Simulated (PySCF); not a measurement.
# C₆H₁₁OPSi₂: geometry, NMR shifts and electronic excitations

Wanted: the NMR shifts and electronic excitations of C₆H₁₁OPSi₂ (`c1coc([Si@@H]2CC[SiH2]P2)c1`), by calculation.

Programs: PySCF 2.14.0, with density-fitted response routines of our own. Each step states its level of theory. These are calculated values for one molecule in the gas phase, unless marked as measured. Atoms count from 0, in the outputs and in this text.

## 1. The starting structure

21 atoms, charge 0, multiplicity 1; geometry from: GFN2-xTB.

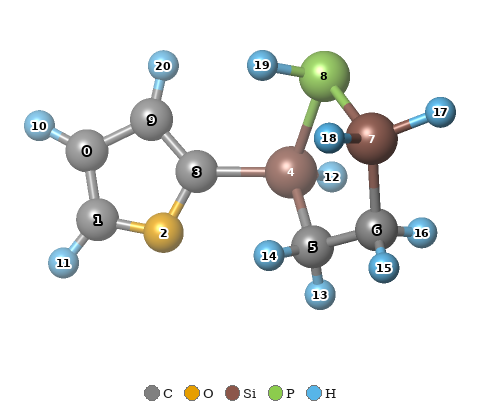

The starting geometry (carbon grey, oxygen amber, silicon brown, phosphorus green, hydrogen blue), atoms numbered.

## 2. Geometry optimisation at PBE0-D3(BJ)/def2-SVP

The job: settings as JSON, then the geometry in Å.

```
{"job": {"xc": "PBE0", "basis": "def2-SVP", "d3": "d3bj", "grid": 1, "kind": "geom"}, "charge": 0, "multiplicity": 1}
C      3.535837     1.155973     0.049916
C      3.313074     0.459369    -1.099134
O      2.160151    -0.217490    -1.027984
C      1.610667     0.036149     0.183906
Si    -0.013915    -0.790716     0.603393
C     -1.078820    -0.995889    -0.974939
C     -2.561274    -1.026882    -0.611424
Si    -3.010701     0.380272     0.607436
P     -1.254454     0.458452     2.002948
C      2.430277     0.879582     0.883245
H      4.374244     1.784404     0.270806
H      3.880789     0.371750    -2.004933
H      0.217679    -2.089754     1.257253
H     -0.802219    -1.900988    -1.516904
H     -0.888675    -0.158416    -1.650271
H     -3.174616    -0.974516    -1.511931
H     -2.789803    -1.982071    -0.133675
H     -4.223904     0.053093     1.358824
H     -3.200378     1.643596    -0.115069
H     -0.783505     1.677728     1.557144
H      2.250626     1.253296     1.870920
```

**Question.** This job is followed by: GIAO PBE0/pcSseg-1 NMR shielding, non-relativistic, gas phase; TDDFT PBE0/def2-SVPD, vertical, gas phase, core orbitals frozen in the response; GIAO mPW1PW91/pcSseg-1 NMR shielding, non-relativistic, gas phase. Predict these results of the whole session: point group; rotational constants (main isotopes); ¹³C shifts against TMS (PBE0/pcSseg-1); ¹H shifts against TMS (PBE0/pcSseg-1); ¹⁷O shifts against H2O (PBE0/pcSseg-1); ²⁹Si shifts against TMS (PBE0/pcSseg-1); ³¹P shifts against H3PO4 (PBE0/pcSseg-1); lowest singlet (PBE0/def2-SVPD); brightest single state of those computed; lowest triplet; vertical ionisation energy (ΔSCF); range of the shift of P8.

**Answer**, as computed:

| quantity | value |
| --- | --- |
| point group | C1 |
| rotational constants (main isotopes) | 1.98, 0.48, 0.41 GHz |
| ¹³C shifts against TMS (PBE0/pcSseg-1) | 156.9, 152.5, 130.4, 115.6, 15.5, 8.0 ppm |
| ¹H shifts against TMS (PBE0/pcSseg-1) | 7.66, 7.03, 6.54, 4.76, 4.52, 4.51, 1.74, 1.39, 0.73, 0.65, 0.32 ppm |
| ¹⁷O shifts against H2O (PBE0/pcSseg-1) | 322.7 ppm |
| ²⁹Si shifts against TMS (PBE0/pcSseg-1) | -7.0, -22.2 ppm |
| ³¹P shifts against H3PO4 (PBE0/pcSseg-1) | -342.2 ppm |
| lowest singlet (PBE0/def2-SVPD) | 5.63 eV (220 nm), f = 0.148 |
| brightest single state of those computed | state 3, 5.89 eV, f = 0.199 |
| lowest triplet | 3.82 eV |
| vertical ionisation energy (ΔSCF) | 8.44 eV |
| range of the shift of P8 | -342.2 to -340.3 ppm |

What this shows: The optimisation took 16 steps and gained 0.156 eV; among the close pairs (by a distance rule), P8–H19 changed most, from 1.381 to 1.432 Å. No frequency check was run at this level, so the end point may be a saddle. At PBE0/pcSseg-1: The widest tensor belongs to O2: span 383 ppm, with a paramagnetic part of -387 ppm. NICS(1)zz of -27 ppm above the planar ring from C0 marks a diatropic (aromatic) ring current. The first singlet state (HOMO→LUMO 0.66, HOMO→LUMO+1 0.17) lies at 5.63 eV and is bright; of the 10 states computed, the strongest absorption comes from state 3 at 5.89 eV. The lowest triplet lies 1.81 eV below the lowest singlet (triplets in Tamm-Dancoff, singlets in full TDDFT). ΔSCF puts the ionisation energy at 8.44 eV, 1.66 eV above −ε(HOMO). In ppm, P8 moves most: its shift spreads over 1.9 ppm, from -342.2 (PBE0/pcSseg-1) to -340.3 (mPW1PW91/pcSseg-1).
